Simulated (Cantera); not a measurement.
Charge: 1 mol Si(CH3)4, 1.1 mol HCl, 51 mol H2, at 1.90 mbar.

Cantera equilibrium calculation (NASA polynomials, part measured and part estimated; ideal gas, pure solids and liquids). Candidate condensed phases: C, C6H6, C7H8, C8H18, Si, SiC; 109 gas species. The tables' values for SiCl are old estimates; treat these amounts as uncertain. Gases not in the tables: Si2H6 and higher silanes. The numbers say what is thermodynamically allowed, not how fast it happens.

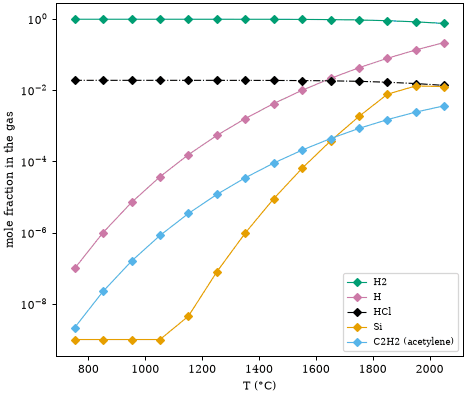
Figure. Equilibrium gas composition (values under 1e-9 drawn at 1e-9)

Task: Read off the mole fractions at 1752 °C.

Result: H2 about 0.94, H about 0.043, HCl about 0.018, Si about 0.0018, C2H2 (acetylene) about 0.00085.
